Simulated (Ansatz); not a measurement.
# Molecular dynamics, with input and output: H13O6F (part 3 of 3)

The same run, continued: H13O6F (disordered cell, 20 atoms in the cell); DFT r2SCAN, scalar-relativistic, plane waves, PAW, no spin polarisation (Ansatz 0.2.0); cutoff 500 eV, 1×1×1 k-mesh, Fermi–Dirac smearing of 0.02 eV. It belongs to a series of runs on one base structure; here: dynamics from the start.

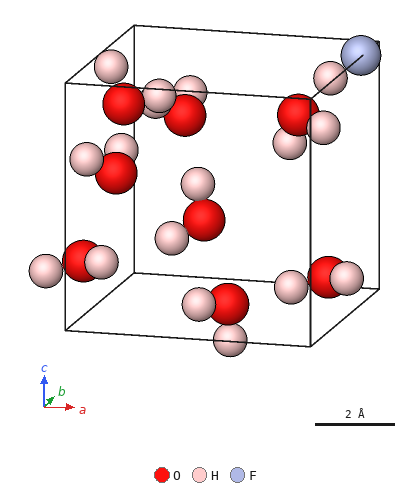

**Figure 1.** The geometry at step 33 of the log (spheres-only view of the cell of the calculation, seen slightly off an axis).

### Trajectory as extended XYZ, continued
```
20
Lattice="6.5281 0.0000 0.0000 0.0000 6.5281 0.0000 0.0000 0.0000 6.5281" Properties=species:S:1:pos:R:3:forces:R:3 step=24 time_fs=12.0 energy=-4430.58303 temperature=163.3
O     1.3304    0.0735    4.2214   -0.3153   0.6441   0.6415
H     1.2541    0.9867    4.6300   -0.0416  -1.0240  -0.4861
H     0.7327   -0.4656    4.7716    0.3894   0.3357  -0.1023
O     0.8447    2.4902    5.4723    0.1538   0.2317  -0.0717
H     0.5254    2.3290    6.4021   -0.0248  -0.2255   0.3042
H     1.6075    3.0658    5.5911   -0.0583   0.0344  -0.0502
O     5.1094    3.8890    5.0956   -1.2944   0.5453  -0.0137
H     4.8159    4.2156    4.2405    0.0075  -0.0135  -0.0807
H     5.8786    3.3412    4.9522    1.1043  -0.8911  -0.2294
O    -0.0146    1.8815    1.3939    1.6045   0.4434   0.1726
H    -0.8398    1.4769    1.1498   -0.9819  -0.5631  -0.1279
H     0.6604    1.1888    1.5658   -0.5729   0.1250  -0.1314
O     3.9174    1.5132    7.1360   -0.4586  -0.7008  -0.2748
H     3.8490    1.6632    6.1877    0.1333   0.1077   0.0573
H     3.3522    0.7194    7.2744    0.1773   0.4682   0.2327
O     1.9520    6.1805    1.6043    0.0214   0.2570   1.1041
H     1.2735    5.6072    1.2351   -0.0808  -0.0419  -0.0616
H     1.7937    6.2189    2.5980    0.0652  -0.0328  -1.0728
F     6.3600    5.4401   -0.1354   -0.0457   0.1273  -0.0244
H     5.7259    4.8431   -0.6348    0.2176   0.1726   0.2146
20
Lattice="6.5281 0.0000 0.0000 0.0000 6.5281 0.0000 0.0000 0.0000 6.5281" Properties=species:S:1:pos:R:3:forces:R:3 step=25 time_fs=12.5 energy=-4430.57665 temperature=161.2
O     1.3298    0.0741    4.2215   -0.0089   0.9816   0.3663
H     1.2516    0.9893    4.6309   -0.0482  -1.1140  -0.4967
H     0.7343   -0.4646    4.7559    0.0887   0.0836   0.1880
O     0.8461    2.4878    5.4703    0.4253   0.4689   0.1811
H     0.5317    2.3421    6.4084   -0.0749  -0.2906   0.1687
H     1.6190    3.0603    5.5966   -0.3091  -0.1475  -0.1672
O     5.1106    3.8894    5.0974   -1.2249   0.4821  -0.0610
H     4.8129    4.2177    4.2433    0.0332  -0.0331  -0.0374
H     5.8833    3.3424    4.9520    1.0092  -0.8091  -0.2160
O    -0.0180    1.8824    1.3935    1.3341   0.4047   0.0932
H    -0.8519    1.4796    1.1501   -0.6536  -0.4569  -0.0520
H     0.6624    1.1957    1.5642   -0.6160   0.0710  -0.1366
O     3.9159    1.5139    7.1346   -0.4305  -0.7432   0.0423
H     3.8529    1.6571    6.1917    0.1281   0.1808  -0.2928
H     3.3533    0.7188    7.2711    0.1547   0.4352   0.2713
O     1.9534    6.1777    1.6049    0.2131   0.4189   1.1469
H     1.2762    5.6124    1.2330   -0.2601  -0.1793  -0.1424
H     1.7924    6.2224    2.5969    0.0528  -0.0528  -1.0410
F     6.3584    5.4403   -0.1339   -0.1673   0.0234  -0.1005
H     5.7164    4.8394   -0.6342    0.3545   0.2762   0.2858
20
Lattice="6.5281 0.0000 0.0000 0.0000 6.5281 0.0000 0.0000 0.0000 6.5281" Properties=species:S:1:pos:R:3:forces:R:3 step=27 time_fs=13.5 energy=-4430.55774 temperature=164.1
O     1.3289    0.0770    4.2216    0.6485   1.3078  -0.3200
H     1.2470    0.9852    4.6278   -0.0793  -0.9190  -0.3614
H     0.7374   -0.4621    4.7247   -0.5381  -0.4556   0.7484
O     0.8489    2.4836    5.4662    0.7345   0.7994   0.7236
H     0.5409    2.3653    6.4213   -0.1321  -0.3984  -0.1697
H     1.6365    3.0505    5.6062   -0.6374  -0.3737  -0.3626
O     5.1124    3.8903    5.1016   -0.7964   0.1480  -0.1704
H     4.8078    4.2229    4.2502    0.0784  -0.0707   0.0052
H     5.8965    3.3369    4.9520    0.5471  -0.4373  -0.1325
O    -0.0251    1.8844    1.3924    0.6424   0.3595  -0.1010
H    -0.8780    1.4816    1.1525    0.0309  -0.2031   0.1015
H     0.6619    1.2096    1.5608   -0.5859  -0.1029  -0.1163
O     3.9126    1.5147    7.1321   -0.2413  -0.5812   0.4705
H     3.8675    1.6465    6.1957    0.1254   0.2662  -0.7848
H     3.3576    0.7224    7.2659   -0.0244   0.1841   0.3432
O     1.9566    6.1722    1.6053    0.5171   0.6077   0.8878
H     1.2776    5.6244    1.2255   -0.4989  -0.3490  -0.2482
H     1.7906    6.2287    2.5854   -0.0079  -0.0771  -0.6982
F     6.3547    5.4407   -0.1312   -0.3147  -0.0924  -0.1848
H     5.7022    4.8345   -0.6344    0.5322   0.3877   0.3698
20
Lattice="6.5281 0.0000 0.0000 0.0000 6.5281 0.0000 0.0000 0.0000 6.5281" Properties=species:S:1:pos:R:3:forces:R:3 step=29 time_fs=14.5 energy=-4430.53613 temperature=169.2
O     1.3285    0.0819    4.2215    0.9578   0.9339  -0.7992
H     1.2416    0.9731    4.6227   -0.1347  -0.3616  -0.0802
H     0.7342   -0.4639    4.7000   -0.7912  -0.6649   0.9521
O     0.8525    2.4799    5.4623    0.6920   0.9220   1.1253
H     0.5433    2.3848    6.4299   -0.1276  -0.4786  -0.4568
H     1.6466    3.0399    5.6082   -0.6848  -0.3965  -0.4527
O     5.1136    3.8913    5.1055   -0.1221  -0.3591  -0.2576
H     4.8030    4.2269    4.2572    0.1221  -0.1015  -0.0021
H     5.9167    3.3264    4.9549   -0.1306   0.0835  -0.0256
O    -0.0330    1.8865    1.3913   -0.2170   0.5150  -0.3274
H    -0.9035    1.4813    1.1562    0.6019   0.0392   0.2206
H     0.6514    1.2248    1.5582   -0.2906  -0.4597  -0.0330
O     3.9095    1.5150    7.1305   -0.0610  -0.2969   0.3007
H     3.8883    1.6364    6.1893    0.1412   0.2352  -0.6460
H     3.3609    0.7260    7.2615   -0.2092  -0.0724   0.3808
O     1.9607    6.1661    1.6058    0.6625   0.5661   0.1443
H     1.2763    5.6318    1.2169   -0.5197  -0.3411  -0.2527
H     1.7881    6.2345    2.5646   -0.1177  -0.0611   0.0203
F     6.3516    5.4406   -0.1288   -0.3452  -0.1184  -0.1968
H     5.6972    4.8300   -0.6344    0.5739   0.4170   0.3861
20
Lattice="6.5281 0.0000 0.0000 0.0000 6.5281 0.0000 0.0000 0.0000 6.5281" Properties=species:S:1:pos:R:3:forces:R:3 step=31 time_fs=15.5 energy=-4430.50384 temperature=168.9
O     1.3288    0.0876    4.2198    0.7043  -0.0442  -0.8492
H     1.2351    0.9605    4.6191   -0.1988   0.2849   0.2293
H     0.7215   -0.4708    4.6840   -0.4700  -0.3566   0.6934
O     0.8571    2.4768    5.4584    0.4409   0.9157   1.3955
H     0.5414    2.4032    6.4340   -0.0805  -0.5490  -0.6721
H     1.6536    3.0279    5.6051   -0.5520  -0.3000  -0.4715
O     5.1143    3.8914    5.1094    0.4516  -0.7987  -0.1619
H     4.7959    4.2292    4.2681    0.1209  -0.0907  -0.1551
H     5.9354    3.3165    4.9600   -0.6602   0.4887   0.0214
O    -0.0410    1.8897    1.3902   -0.8376   0.7018  -0.4875
H    -0.9226    1.4829    1.1586    0.8983   0.1959   0.2770
H     0.6350    1.2333    1.5559    0.0341  -0.7612   0.0501
O     3.9067    1.5158    7.1292   -0.0126  -0.1681  -0.2138
H     3.9110    1.6288    6.1760    0.1169   0.1180  -0.0738
H     3.3584    0.7275    7.2625   -0.2288  -0.0883   0.3242
O     1.9652    6.1600    1.6069    0.5231   0.2309  -1.0063
H     1.2692    5.6322    1.2097   -0.2082  -0.0925  -0.0938
H     1.7848    6.2390    2.5415   -0.2710   0.0090   0.9851
F     6.3487    5.4397   -0.1268   -0.2594  -0.0387  -0.1308
H     5.6991    4.8301   -0.6325    0.4893   0.3433   0.3396
20
Lattice="6.5281 0.0000 0.0000 0.0000 6.5281 0.0000 0.0000 0.0000 6.5281" Properties=species:S:1:pos:R:3:forces:R:3 step=33 time_fs=16.5 energy=-4430.46842 temperature=147.7
O     1.3296    0.0936    4.2175    0.1196  -1.1265  -0.6077
H     1.2260    0.9541    4.6159   -0.2642   0.7216   0.4611
H     0.7069   -0.4843    4.6770    0.1865   0.2751   0.2121
O     0.8620    2.4747    5.4550   -0.0020   0.7261   1.4257
H     0.5408    2.4195    6.4309   -0.0596  -0.6109  -0.7245
H     1.6562    3.0126    5.5962   -0.1570  -0.0380  -0.4227
O     5.1152    3.8901    5.1129    0.7101  -1.0045  -0.0072
H     4.7910    4.2307    4.2791    0.0872  -0.0677  -0.3362
H     5.9441    3.3109    4.9642   -0.8811   0.6656   0.0096
O    -0.0493    1.8934    1.3891   -0.9331   0.7878  -0.4925
H    -0.9298    1.4834    1.1642    0.8226   0.2339   0.2401
H     0.6176    1.2336    1.5541    0.2170  -0.8490   0.0911
O     3.9045    1.5176    7.1276   -0.0416  -0.1813  -0.8010
H     3.9343    1.6254    6.1599    0.0366  -0.0316   0.6370
H     3.3554    0.7260    7.2673   -0.1373   0.0678   0.1952
O     1.9701    6.1534    1.6077    0.2643  -0.1606  -1.9638
H     1.2592    5.6310    1.2025    0.2088   0.2113   0.1368
H     1.7797    6.2485    2.5246   -0.4113   0.0792   1.7063
F     6.3459    5.4382   -0.1240   -0.0959   0.1287  -0.0101
H     5.7034    4.8376   -0.6278    0.3304   0.1730   0.2505
20
Lattice="6.5281 0.0000 0.0000 0.0000 6.5281 0.0000 0.0000 0.0000 6.5281" Properties=species:S:1:pos:R:3:forces:R:3 step=35 time_fs=17.5 energy=-4430.47616 temperature=139.1
O     1.3293    0.0978    4.2144   -0.4437  -1.7712  -0.2474
H     1.2114    0.9544    4.6144   -0.2863   0.7702   0.5084
H     0.6945   -0.5009    4.6733    0.7822   0.8649  -0.2112
O     0.8656    2.4730    5.4522   -0.2997   0.5511   1.1722
H     0.5419    2.4325    6.4177   -0.1065  -0.6593  -0.5139
H     1.6572    3.0010    5.5854    0.2146   0.1836  -0.3670
O     5.1169    3.8877    5.1158    0.5257  -0.8718   0.0098
H     4.7830    4.2330    4.2865    0.1456  -0.1405  -0.3034
H     5.9425    3.3130    4.9714   -0.7921   0.5967  -0.1085
O    -0.0578    1.8975    1.3877   -0.3360   0.6888  -0.2997
H    -0.9266    1.4859    1.1750    0.3686   0.1040   0.1137
H     0.6044    1.2261    1.5527    0.1019  -0.6018   0.0521
O     3.9035    1.5200    7.1250   -0.0893  -0.2680  -0.8681
H     3.9582    1.6212    6.1545   -0.0339  -0.0900   0.7912
H     3.3561    0.7237    7.2693   -0.0610   0.2089   0.0973
O     1.9750    6.1475    1.6076   -0.0776  -0.3136  -1.7353
H     1.2487    5.6357    1.1976    0.4913   0.3818   0.2973
H     1.7721    6.2594    2.5275   -0.3424   0.0501   1.3333
F     6.3421    5.4368   -0.1209    0.1430   0.3663   0.1658
H     5.7097    4.8476   -0.6202    0.0956  -0.0503   0.1134
20
Lattice="6.5281 0.0000 0.0000 0.0000 6.5281 0.0000 0.0000 0.0000 6.5281" Properties=species:S:1:pos:R:3:forces:R:3 step=36 time_fs=18.0 energy=-4430.49198 temperature=147.8
O     1.3289    0.0992    4.2130   -0.6051  -1.7873  -0.0907
H     1.2043    0.9578    4.6149   -0.2722   0.6214   0.4482
H     0.6921   -0.5075    4.6710    0.9339   1.0288  -0.3199
O     0.8669    2.4720    5.4512   -0.2810   0.5434   0.9732
H     0.5412    2.4361    6.4089   -0.1297  -0.6622  -0.3353
H     1.6599    2.9977    5.5788    0.2436   0.1906  -0.3410
O     5.1176    3.8866    5.1174    0.3289  -0.7224  -0.0431
H     4.7783    4.2345    4.2888    0.2064  -0.2067  -0.2118
H     5.9395    3.3160    4.9754   -0.6802   0.5093  -0.1840
O    -0.0617    1.8997    1.3874    0.1282   0.5516  -0.1665
H    -0.9235    1.4875    1.1816    0.0820   0.0069   0.0415
H     0.6005    1.2199    1.5517   -0.0608  -0.3654   0.0046
O     3.9032    1.5212    7.1234   -0.1110  -0.3112  -0.7248
H     3.9707    1.6179    6.1558   -0.0556  -0.0933   0.6789
H     3.3575    0.7230    7.2701   -0.0411   0.2530   0.0609
O     1.9774    6.1445    1.6070   -0.2789  -0.2962  -1.2516
H     1.2442    5.6392    1.1949    0.5853   0.4271   0.3570
H     1.7669    6.2659    2.5354   -0.2339  -0.0142   0.8067
F     6.3403    5.4362   -0.1193    0.2650   0.4877   0.2552
H     5.7126    4.8528   -0.6167   -0.0240  -0.1609   0.0425
20
Lattice="6.5281 0.0000 0.0000 0.0000 6.5281 0.0000 0.0000 0.0000 6.5281" Properties=species:S:1:pos:R:3:forces:R:3 step=38 time_fs=19.0 energy=-4430.49948 temperature=161.7
O     1.3277    0.1009    4.2102   -0.7478  -1.2348   0.2062
H     1.1881    0.9721    4.6165   -0.1768  -0.0055   0.1682
H     0.6919   -0.5138    4.6642    0.9893   1.1065  -0.3674
O     0.8698    2.4695    5.4498    0.0971   0.7026   0.4913
H     0.5394    2.4413    6.3903   -0.1701  -0.6430   0.1105
H     1.6741    2.9923    5.5629   -0.0393  -0.0058  -0.2958
O     5.1186    3.8849    5.1210   -0.1346  -0.3844  -0.1894
H     4.7723    4.2390    4.2917    0.3415  -0.3510   0.0125
H     5.9316    3.3222    4.9846   -0.4029   0.3011  -0.3392
O    -0.0695    1.9042    1.3872    1.0751   0.2929   0.0906
H    -0.9176    1.4922    1.1935   -0.5300  -0.2110  -0.0977
H     0.5909    1.2056    1.5518   -0.3707   0.1114  -0.0935
O     3.9024    1.5236    7.1192   -0.1895  -0.4166  -0.2311
H     3.9920    1.6097    6.1620   -0.0577  -0.0722   0.2294
H     3.3595    0.7221    7.2716   -0.0053   0.3309   0.0068
O     1.9823    6.1379    1.6051   -0.5803  -0.1033  -0.0512
H     1.2410    5.6448    1.1916    0.6134   0.4105   0.3805
H     1.7531    6.2803    2.5561    0.0405  -0.1884  -0.3678
F     6.3371    5.4348   -0.1164    0.5207   0.7380   0.4467
H     5.7191    4.8614   -0.6100   -0.2726  -0.3779  -0.1097
20
Lattice="6.5281 0.0000 0.0000 0.0000 6.5281 0.0000 0.0000 0.0000 6.5281" Properties=species:S:1:pos:R:3:forces:R:3 step=40 time_fs=20.0 energy=-4430.47139 temperature=145.5
O     1.3258    0.1014    4.2079   -0.6520  -0.2892   0.3551
H     1.1692    0.9893    4.6192   -0.0243  -0.6913  -0.1587
H     0.6989   -0.5110    4.6583    0.7466   0.8553  -0.2194
O     0.8720    2.4677    5.4498    0.4690   0.7733  -0.2241
H     0.5360    2.4416    6.3697   -0.2433  -0.5909   0.7253
H     1.6872    2.9855    5.5431   -0.2747  -0.1513  -0.1956
O     5.1200    3.8825    5.1254   -0.6826  -0.0044  -0.2558
H     4.7723    4.2388    4.2939    0.4054  -0.4231   0.1476
H     5.9217    3.3306    4.9925    0.0280  -0.0185  -0.4724
O    -0.0755    1.9079    1.3870    1.3819   0.1407   0.1880
H    -0.9166    1.4917    1.2001   -0.8257  -0.2532  -0.1542
H     0.5750    1.1952    1.5510   -0.3797   0.3064  -0.1146
O     3.9013    1.5252    7.1146   -0.2793  -0.4970   0.3639
H     4.0106    1.5985    6.1697   -0.0200  -0.0446  -0.3361
H     3.3587    0.7235    7.2738    0.0142   0.3708  -0.0294
O     1.9877    6.1303    1.6024   -0.4980   0.3051   1.0885
H     1.2445    5.6555    1.1955    0.2753   0.1454   0.1528
H     1.7395    6.2925    2.5738    0.3020  -0.3326  -1.2283
F     6.3341    5.4337   -0.1131    0.6426   0.8655   0.5374
H     5.7213    4.8652   -0.6061   -0.3853  -0.4666  -0.1700
```

The run was set up as follows.

### The input
```yaml
crystal:
  lattice:
    - [6.528084, 0.0, 0.0]
    - [0.0, 6.528084, 0.0]
    - [0.0, 0.0, 6.528084]
  atoms:
    - { symbol: O, position: [0.20350408, 0.00558167, 0.64957947] }
    - { symbol: H, position: [0.19034001, 0.14955244, 0.6844504] }
    - { symbol: H, position: [0.13055118, -0.06097144, 0.76028793] }
    - { symbol: O, position: [0.12250033, 0.38994093, 0.84287176] }
    - { symbol: H, position: [0.08511024, 0.34844713, 0.98676396] }
    - { symbol: H, position: [0.21450187, 0.50369799, 0.85999665] }
    - { symbol: O, position: [0.7776169, 0.59423459, 0.77447433] }
    - { symbol: H, position: [0.7555915, 0.64144527, 0.63655553] }
    - { symbol: H, position: [0.89548369, 0.49796456, 0.76985712] }
    - { symbol: O, position: [0.00815608, 0.2824798, 0.2102254] }
    - { symbol: H, position: [-0.13058763, 0.23422488, 0.18507909] }
    - { symbol: H, position: [0.09312908, 0.16297047, 0.23718394] }
    - { symbol: O, position: [0.603957, 0.22932158, 1.09762383] }
    - { symbol: H, position: [0.57265547, 0.2832652, 0.96434781] }
    - { symbol: H, position: [0.49727183, 0.12926736, 1.12770764] }
    - { symbol: O, position: [0.29665748, 0.95443679, 0.24454154] }
    - { symbol: H, position: [0.20584408, 0.85897694, 0.17677842] }
    - { symbol: H, position: [0.27140141, 0.94287936, 0.39190991] }
    - { symbol: F, position: [0.98116975, 0.83324066, -0.02469747] }
    - { symbol: H, position: [0.88243724, 0.74269931, -0.09991507] }
basis:
  ecutwfc: 500.0
kpoints:
  mp_grid: { grid: [1, 1, 1] }
hamiltonian:
  xc: r2scan
scf:
  occupations: { method: fermi_dirac, width: 0.02 }
  lower_state_search: "off"
md:
  timestep: 0.5
  n_steps: 40
  ensemble: nvt_langevin
  temperature: 250.0
  initial_velocities: maxwell_boltzmann
  seed: 982638
  friction: 0.02
```

Run as:
```bash
ansatz run input.yaml --threads 1 --pin off --max-ram 3072MiB --backend cpu --events-out ev --progress --plain --runs-dir out
```

### Results in brief

| quantity | value |
| --- | --- |
| outcome | finished |
| mean temperature over the second half | 161 K |
| trajectory | 40 steps, 20 fs |
| ensemble | nvt_langevin |
| temperature in the input | 250.0 K |
| time step | 0.5 fs |
| electrons treated | 56 |
| potential energy (free energy of the electrons) (last step) | −4430.4714 eV |
| Fermi energy (last step) | −1.586 eV |
| largest force (length of the vector) (last step) | 1.402 eV/Å |
| hardware | 1 thread of Intel Xeon @ 2.50GHz (Skylake/Cascade Lake), 16 GiB of memory available, shared host |
| wall time | 10 min |
| peak memory | 0.87 GiB |

### Notes

The k-point mesh is coarse for a cell of this size, so the results may not be converged. So short a trajectory is not equilibrated. The logged temperature at the start can lie below the typed one, since it is counted over all degrees of freedom. The temperature stays far from the 250 K of the thermostat over the second half: the run isn't equilibrated.
